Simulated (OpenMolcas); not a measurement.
**One shape, several levels: triplet CH7NSn**

Aim: a comparison of 3 runs (UHF/def2-SVP, UM06-2X/def2-SVP, UPBE/def2-SVP) of triplet CH7NSn. 

The results are computed with OpenMolcas 26.06.

**1. The system as given**

The species is CH7NSn (10 atoms), meant as a triplet with charge 0. SMILES of the parent species: `C[NH][SnH3]`. The shape is that of a PBE0-D4/def2-TZVP optimisation. That shape belongs to the parent species and isn't relaxed for this state.

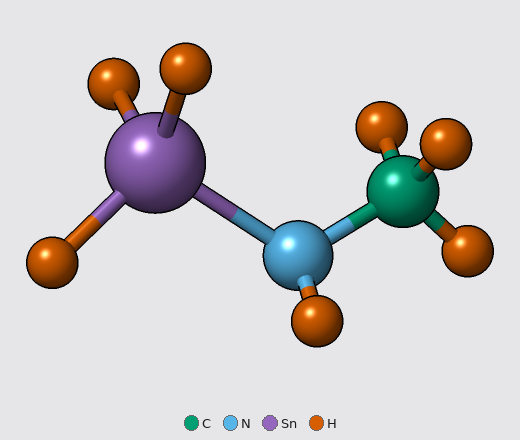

The structure, seen from a chosen angle (carbon teal, nitrogen blue, tin purple, hydrogen orange).

**2. The energy at UHF/def2-SVP (core potential) (run 1)**

Input file geom.xyz:

```xyz
10

C     -0.898400     0.758000    -0.879200
N     -0.343000    -0.532900    -0.516500
Sn     0.897300    -0.629400     1.085100
H     -1.664200     0.637600    -1.652700
H     -1.396800     1.201100    -0.011700
H     -0.168200     1.494600    -1.247500
H      0.037300    -1.004000    -1.326200
H      1.451700    -2.239000     1.169900
H     -0.052600    -0.195500     2.433700
H      2.220200     0.458400     0.948000
```

Input file mol.input:

```
* CH7NSn Hartree-Fock
&GATEWAY
BASLIB
$CurrDir
COORD
geom.xyz
BASIS
def2-SVP
GROUP
NoSym
&SEWARD
&SCF
UHF
SPIN
3
THRESHOLDS
1e-10 1e-07 1e-07 1e-05
PRORBITALS
1 2
```

The basis set def2-SVP is read from a file made from the Basis Set Exchange's data (not shown).

Run with:

```sh
$ export MOLCAS_MEM=1860
$ pymolcas mol.input > mol.log
```

What it wrote:

```text
--- Start Module: gateway ---
[...]
--- Stop Module: gateway /rc=_RC_ALL_IS_WELL_ ---
--- Start Module: seward ---
[...]
      Basis functions           89
--- Stop Module: seward /rc=_RC_ALL_IS_WELL_ ---
[...]
--- Start Module: scf ---
[...]
       Convergence after  28 Iterations
[...]
::    Total SCF energy                               -309.4532521626
[...]
      Total spin, S                                     1.0060623744
[...]
      Total electronic charge=   42.000000
      Total            charge=   -0.000000
[...]
      Dipole Moment (debye):
      Origin of the operator (angstrom)=    0.6043   -0.4804    0.7364
                   X= -3.3492E+00               Y=  1.4786E+00               Z= -3.7248E+00           Total=  5.2228E+00
      Quadrupole Moment (debye*angstrom):
[...]
--- Stop Module: scf /rc=_RC_ALL_IS_WELL_ ---
[...]
```

Run time: 9.9 s. Hardware: 1 thread of Arm Neoverse V2, shared host; peak memory 0.49 GiB.

**3. A single-point energy at UM06-2X/def2-SVP (core potential) (run 2)**

geom.xyz is that of step 2.

Input file run.inp:

```
>>> EXPORT MOLCAS_PRINT=2

&gateway
  baslib = $CurrDir
  coord = geom.xyz
  basis = def2-SVP
  group = NoSym

&seward
  gridinput
  Grid=UltraFine
  End of Grid

&scf
  uhf
  spin = 3
  ksdft = M062X
  thresholds = 1e-10 1e-07 1e-07 1e-05
  prorbitals = 1 2
```

The basis set def2-SVP is read from a file made from the Basis Set Exchange's data (not shown).

Run with:

```sh
$ export MOLCAS_MEM=1860
$ pymolcas run.inp > run.log
```

What it wrote:

```text
--- Start Module: gateway ---
[...]
--- Stop Module: gateway /rc=_RC_ALL_IS_WELL_ ---
--- Start Module: seward ---
[...]
      Basis functions           89
--- Stop Module: seward /rc=_RC_ALL_IS_WELL_ ---
[...]
--- Start Module: scf ---
[...]
       Convergence after  25 Iterations
[...]
::    Total KS-DFT energy                            -310.9354063443
[...]
      Total spin, S                                     1.0025845844
[...]
      Total electronic charge=   42.000000
      Total            charge=   -0.000000
[...]
      Dipole Moment (debye):
      Origin of the operator (angstrom)=    0.6043   -0.4804    0.7364
                   X= -2.9088E+00               Y=  1.3993E+00               Z= -3.4107E+00           Total=  4.6959E+00
      Quadrupole Moment (debye*angstrom):
[...]
--- Stop Module: scf /rc=_RC_ALL_IS_WELL_ ---
[...]
```

Run time: 2.2 min. Hardware: 1 thread of Arm Neoverse V2, shared host; peak memory 0.49 GiB.

**4. The energy at UPBE/def2-SVP (core potential) (run 3)**

Input file job.input:

```
* CH7NSn Kohn-Sham DFT
&GATEWAY
BasLib=$CurrDir
Coord
10
angstrom
C       -0.898400       0.758000      -0.879200
N       -0.343000      -0.532900      -0.516500
Sn       0.897300      -0.629400       1.085100
H       -1.664200       0.637600      -1.652700
H       -1.396800       1.201100      -0.011700
H       -0.168200       1.494600      -1.247500
H        0.037300      -1.004000      -1.326200
H        1.451700      -2.239000       1.169900
H       -0.052600      -0.195500       2.433700
H        2.220200       0.458400       0.948000
Basis=def2-SVP
Group=NoSym
&SEWARD
GridInput
Grid=UltraFine
End of Grid
&SCF
UHF
Spin=3
KSDFT=PBE
Thresholds=1e-10 1e-07 1e-07 1e-05
PrOrbitals=1
```

The basis set def2-SVP is read from a file made from the Basis Set Exchange's data (not shown).

Run with:

```sh
$ export MOLCAS_MEM=1860
$ pymolcas job.input > job.log
```

What it wrote:

```text
--- Start Module: gateway ---
[...]
--- Stop Module: gateway /rc=_RC_ALL_IS_WELL_ ---
--- Start Module: seward ---
[...]
      Basis functions           89
--- Stop Module: seward /rc=_RC_ALL_IS_WELL_ ---
[...]
--- Start Module: scf ---
[...]
       Convergence after  26 Iterations
[...]
::    Total KS-DFT energy                            -310.9365432048
[...]
      Total spin, S                                     1.0012423894
[...]
      Total electronic charge=   42.000000
      Total            charge=   -0.000000
[...]
      Dipole Moment (debye):
      Origin of the operator (angstrom)=    0.6043   -0.4804    0.7364
                   X= -2.1924E+00               Y=  1.4294E+00               Z= -2.7934E+00           Total=  3.8279E+00
      Quadrupole Moment (debye*angstrom):
[...]
--- Stop Module: scf /rc=_RC_ALL_IS_WELL_ ---
[...]
```

Run time: 82 s. Hardware: 1 thread of Arm Neoverse V2, shared host; peak memory 0.49 GiB.

**5. The series**

```tsv
run	level	integration grid	energy (Eh)	dipole moment (D)	HOMO energy (eV)	⟨S²⟩	wall time
1	UHF/def2-SVP (core potential)	–	-309.453252	5.22	-3.17	2.018	9.9 s
2	UM06-2X/def2-SVP (core potential)	UltraFine	-310.935406	4.70	-2.76	2.008	2.2 min
3	UPBE/def2-SVP (core potential)	UltraFine	-310.936543	3.83	-1.22	2.004	82 s
```

**6. Outcome**

| quantity | value |
| --- | --- |
| run 3: total energy | -310.93654 Eh |
| run 3: dipole moment | 3.83 D |
| run 3: HOMO energy (highest over α and β) | -1.22 eV |
| run 3: ⟨S²⟩ | 2.004 |

The dipole moment (its size) runs from 3.83 D (UPBE/def2-SVP) to 5.22 D (UHF/def2-SVP). Totals of different functionals can't be ranked against each other. All runs together took 3.7 min, the longest 2.2 min.
